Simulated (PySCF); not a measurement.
# Run report: HCl, geometry relaxation

System: HCl.
Method: RKS PBE0-D4/def2-TZVP, density fitting (PySCF 2.14.0).

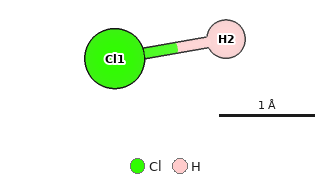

Fig. 1: The input geometry (ball-and-stick view, seen at a tilt; atoms are numbered from 1 in the order of the input).

Input:
```python
import json, numpy as np
from pyscf import gto, scf, dft, mp, cc
EV, BOHR = 27.211386245988, 0.529177210903
mol = gto.M(atom="""
Cl 1.997008 -1.339721 1.656582
H 1.729570 -1.315877 0.400924
""", basis="def2-tzvp", charge=0, spin=0, max_memory=8670, verbose=0)
def mean_field(mol, dm=None):
    mf = dft.RKS(mol, xc="pbe0").density_fit()
    mf.conv_tol = 1e-9; mf.grids.level = 4
    mf.kernel(dm0=dm)
    if not mf.converged: mf = mf.newton().run(mf.mo_coeff, mf.mo_occ)
    assert mf.converged
    return mf
def d4(mol):
    from pyscf.dispersion.dftd4 import DFTD4Dispersion
    real = gto.M(atom=[(mol.atom_pure_symbol(i), mol.atom_coord(i)) for i in range(2)], unit='B', charge=mol.charge, spin=None, basis='def2-svp', verbose=0)
    r = DFTD4Dispersion(real, xc="pbe0", atm=True).get_dispersion(grad=True); return r["energy"], r["gradient"]
def energy_and_gradient(mol, dm=None):
    mf = mean_field(mol, dm); e, g = d4(mol)
    return mf, (mf.e_tot + e) * EV, (mf.nuc_grad_method().kernel()[:2] + g) * EV / BOHR
out = {}
# rational-function steps on a BFGS-updated Hessian; the first Hessian (eV/A^2) comes from GFN2-xTB
H = np.load("h0.npy"); x = mol.atom_coords(unit="A").ravel(); dm = old = None; trust = 0.2; steps = []
for it in range(90):
    mol.set_geom_(x.reshape(-1, 3), unit="A"); mf, e, g = energy_and_gradient(mol, dm); g = g.ravel(); dm = mf.make_rdm1()
    print(f"relax step {it + 1}: E = {e:.6f} eV, largest force component {abs(g).max():.4f} eV/A", flush=True); steps.append([e, x.reshape(-1, 3).tolist(), (-g).reshape(-1, 3).tolist()])
    if abs(g).max() < 0.008: out['converged'] = True; break
    if old is not None:
        s, z = x - old[0], g - old[1]
        if s @ z > 1e-8: H = H + np.outer(z, z) / (s @ z) - np.outer(H @ s, H @ s) / (s @ H @ s)
        trust = max(0.03, trust / 2) if e > old[2] + 1e-4 else min(0.35, trust * 1.3)
    w, V = np.linalg.eigh(H); w = np.maximum(abs(w), 0.08); f = V.T @ g; M = np.diag(np.append(w, 0.0)); M[-1, :-1] = M[:-1, -1] = f
    dx = V @ (-f / (w - np.linalg.eigvalsh(M)[0])); big = np.linalg.norm(dx.reshape(-1, 3), axis=1).max(); dx *= min(1, trust / big)
    old = (x, g, e); x = x + dx
out.update(energy=e, forces=steps[-1][2], positions=steps[-1][1], steps=steps)
out['s2'] = mf.spin_square()[0]; out['nelec'] = mol.nelec
print(f"Total energy {out['energy']:.6f} eV, <S^2> {out['s2']:.4f}")
json.dump(out, open("out.json", "w"), default=float)
```

Launched with:
```bash
OMP_NUM_THREADS=4 python run.py
```

Log:
```
relax step 1: E = -12535.321133 eV, largest force component 0.1615 eV/A
relax step 2: E = -12535.321469 eV, largest force component 0.0765 eV/A
relax step 3: E = -12535.321563 eV, largest force component 0.0011 eV/A
```

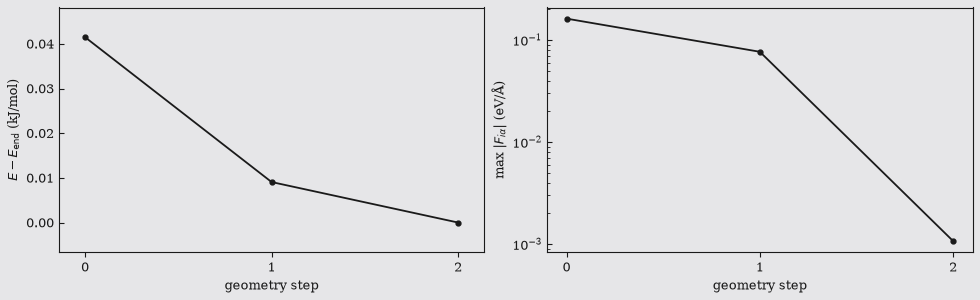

Fig. 2: Progress of the relaxation, step by step (the first geometry is step 0 here and step 1 in the log). The atoms keep their places after the best rigid fit (all moves are under 0.005 Å). Among the contacts that change: Cl1–H2 1.284 → 1.279 Å. After 2 geometry steps the energy has fallen by 0.04 kJ/mol. Largest force component: 0.16 eV/Å at the start, 0.0011 eV/Å at the end. (Atoms are counted from 1 in the order of the input.)

```
Total energy -12535.321563 eV, <S^2> 0.0000
```

Trajectory as extended XYZ (Å, eV, eV/Å), 3 frames, from step=1 to step=3:
```
2
Properties=species:S:1:pos:R:3:forces:R:3 step=1 energy=-12535.32113
Cl    1.9970   -1.3397    1.6566   -0.0344   0.0030  -0.1615
H     1.7296   -1.3159    0.4009    0.0344  -0.0031   0.1615
2
Properties=species:S:1:pos:R:3:forces:R:3 step=2 energy=-12535.32147
Cl    1.9963   -1.3398    1.6528    0.0163  -0.0015   0.0765
H     1.7302   -1.3160    0.4046   -0.0163   0.0015  -0.0765
2
Properties=species:S:1:pos:R:3:forces:R:3 step=3 energy=-12535.32156
Cl    1.9965   -1.3400    1.6540   -0.0002   0.0000  -0.0011
H     1.7299   -1.3160    0.4034    0.0002   0.0000   0.0011
```

Key numbers:

| quantity | value |
| --- | --- |
| outcome | converged |
| total energy | −12535.3216 eV |
| largest force (length of the vector) at the end | 0.001 eV/Å |
| hardware | 4 threads of Intel Xeon @ 2.50GHz, 180 GiB of memory available, shared host |
| wall time | 5.2 s (CPU time 14 s) |
| peak memory | 0.35 GiB |
